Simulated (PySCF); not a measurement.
## A study: CH₄BN₂P, SMILES `N#CB(N)P`

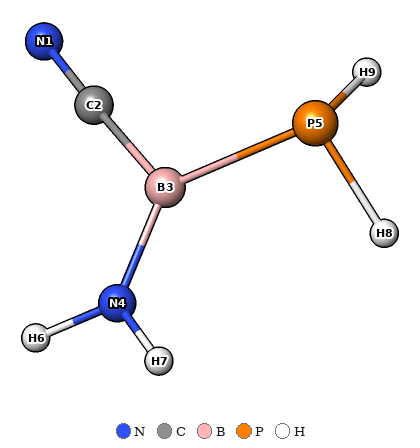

The molecule, with its atoms numbered as below. No frequency check shows the geometry to be a minimum.

Geometry (Å), atoms numbered from 1:

```
N1      -2.4350    0.8542   -0.0101
C2      -1.4329    0.2936    0.0064
B3      -0.0757   -0.4056    0.0014
N4      -0.0163   -1.7847   -0.0115
P5       1.5160    0.6588    0.1150
H6      -0.8288   -2.3803   -0.0084
H7       0.8475   -2.3029    0.0022
H8       2.2461   -0.0536   -0.8250
H9       1.1295    1.6346   -0.7880
```

Part 1: Bonding charge

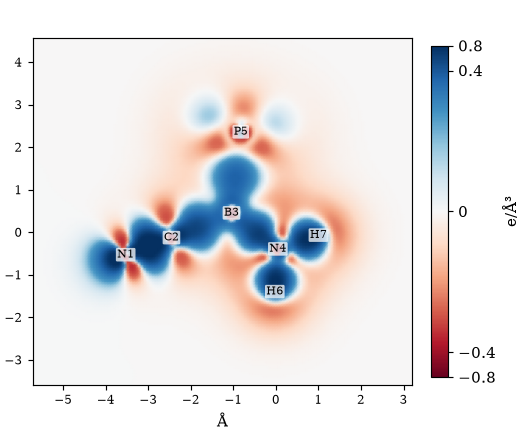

Deformation density (molecule less spherical, spin-averaged free atoms) in the plane of N1, C2, B3, N4, P5, H6 and H7; colour scale in e/Å³, logarithmic beyond ±0.1; blue: gain, red: loss.

Method: BP86/cc-pVTZ; geometry: GFN2-xTB; program: PySCF.

How much density has each bond in this plane gained at its critical point, relative to the free atoms?

Answer. N1–C2: +1.02 e/Å³ at the bond critical point (bond length 1.15 Å, Mayer order 3.0). N4–H7: +0.86 e/Å³ at the bond critical point (bond length 1.01 Å, Mayer order 1.0). N4–H6: +0.86 e/Å³ at the bond critical point (bond length 1.01 Å, Mayer order 1.0). B3–N4: +0.43 e/Å³ at the bond critical point (bond length 1.38 Å, Mayer order 1.5). C2–B3: +0.34 e/Å³ at the bond critical point (bond length 1.53 Å, Mayer order 1.0). B3–P5: +0.34 e/Å³ at the bond critical point (bond length 1.92 Å, Mayer order 1.0). In all, 2.1 electrons gather in the regions of gain relative to the promolecule.

Where do the Hirshfeld charges lie?

Answer. The highest Hirshfeld charge is on H6 (+0.14 e), the lowest on N1 (−0.20 e).

Part 2: Bond critical points

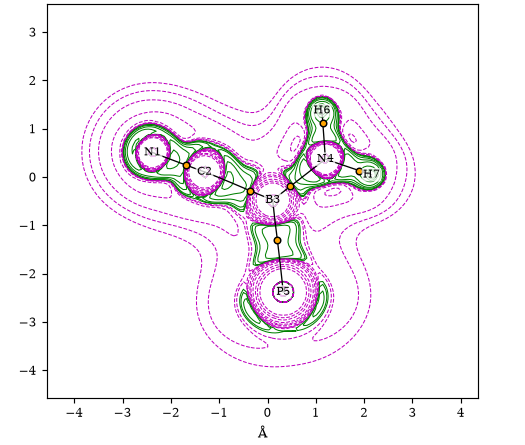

Negative Laplacian of the density (−∇²ρ) in the plane of N1, C2, B3, N4, P5, H6 and H7 (solid green lines positive, dashed magenta lines negative, contours at ±0.02 to ±8 a.u.), with bond paths and bond critical points (dots).

At which bond critical points in this plane is charge locally concentrated, and at which depleted?

Answer. Concentrated (∇²ρ < 0): N1–C2 (−0.29 a.u.); N4–H7 (−1.82 a.u.); N4–H6 (−1.82 a.u.); C2–B3 (−0.02 a.u.); B3–P5 (−0.29 a.u.). Depleted (∇²ρ > 0): B3–N4 (+0.52 a.u., H = −0.217). A positive Laplacian with clearly negative H marks a strongly polar covalent bond, whose critical point lies close to the core of the less electronegative atom.

Where along N4–H6 does the critical point lie?

Answer. 0.74 Å from N4 and 0.26 Å from H6.

Part 3: Electrostatic potential

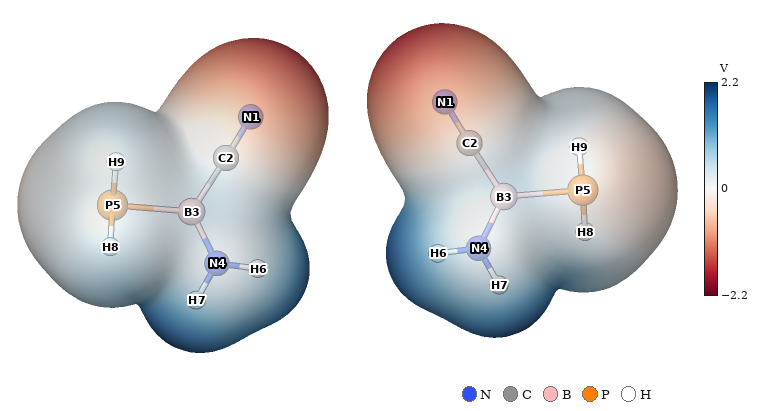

Electrostatic potential on the surface of electron density 0.001 a.u. (back view left, front view right).

Where are the extremes of the potential on the surface?

Answer. Highest: 2.11 V, 1.2 Å from H7. Further maxima include 0.52 V, over B3, off the plane of its three bonds (1.9 Å); 0.47 V, over B3, off the plane of its three bonds (1.9 Å). Lowest: −1.62 V, 1.9 Å from N1. Further minima include −0.59 V, 2.3 Å from P5; 0.09 V, over N4, off the plane of its three bonds (2.0 Å). The surface is sampled at points, so like sites can differ by a few per cent and only the strongest of them is named.

Part 4: Excited states

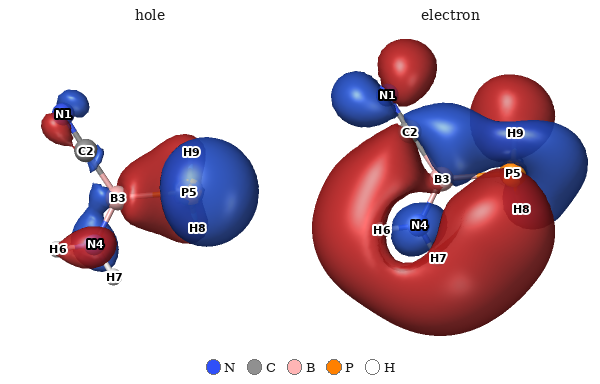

Leading natural transition orbital pair of T₃ (full linear response triplet states); the surfaces enclose about 78 % of each orbital's density.

Level of theory: PBE/6-311+G** (PySCF), at a geometry from GFN2-xTB.

Where does the state lie, and where do hole and electron sit?

Answer. 5.12 eV (242 nm), spin-forbidden from the singlet ground state, partly diffuse acceptor orbital; the leading pair carries 99 %; hole on P5 (68 %), B3 (9 %) and N4 (8 %), electron on P5 (22 %), H7 (13 %) and B3 (12 %) (atom shares of so diffuse an orbital are rough); their centroids lie 1.6 Å apart. In canonical orbitals it is mainly HOMO → LUMO+1 (95 %). The HOMO–LUMO gap is 4.07 eV.

Part 5: Removing or adding an electron

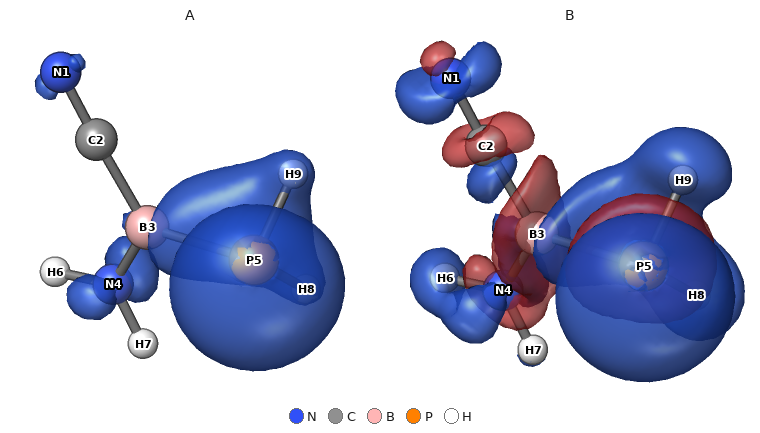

The Fukui function f⁻ from two separate SCF calculations and the density of the HOMO, at ±0.02 e/Å³ (blue positive, red negative).

PySCF calculation, HF/6-31+G*, gas phase; geometry: GFN2-xTB.

Which panel is which, and how good is the frozen-orbital picture?

Answer. B is f⁻ (it has negative regions), A the HOMO density. The HOMO lies on P5 (74 %) and B3 (9 %); f⁻ (Hirshfeld-condensed) is largest on P5 (0.55); the vertical ionisation energy is 9.03 eV. Relaxation shifts 22 % of the electron between atoms. The orbital energy is −10.30 eV.

Part 6: Localised orbitals

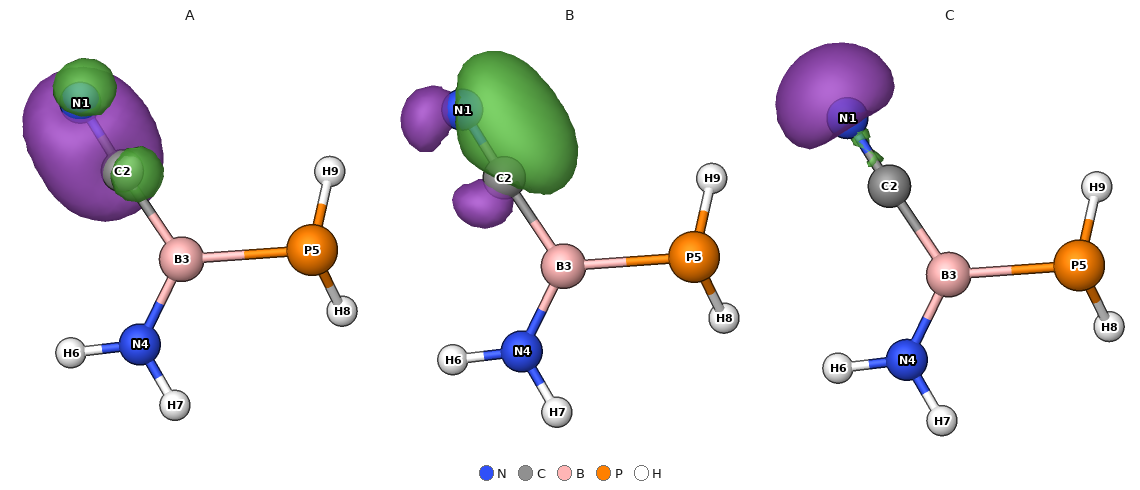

Localised orbitals, occupied; each surface holds about 80 % of the orbital's density. Energies are diagonal elements of the Fock matrix.

Level of theory: PBE0/def2-SVP (PySCF), at a geometry from GFN2-xTB.

Identify each orbital.

Answer. By panel:
- A: bent (banana) bond N1–C2 (N1 52 %, C2 46 %; −14.5 eV)
- B: bent (banana) bond N1–C2 (N1 54 %, C2 45 %; −14.6 eV)
- C: lone pair on N1 (sp0.9-type) (N1 99 %; −11.5 eV)

Which localisation scheme gives orbitals like these: Pipek–Mezey, IBO or Foster–Boys?

Answer. Foster–Boys: it mixes σ and π into equivalent bent bonds, while the other two keep them apart.

Which has the smallest and which the largest spatial spread?

Answer. Smallest: C (0.75 Å); largest: A (0.90 Å).

How do all the valence pairs divide up?

Answer. 13 pairs: 6 σ bonds, 5 bent bonds and 2 lone pairs.
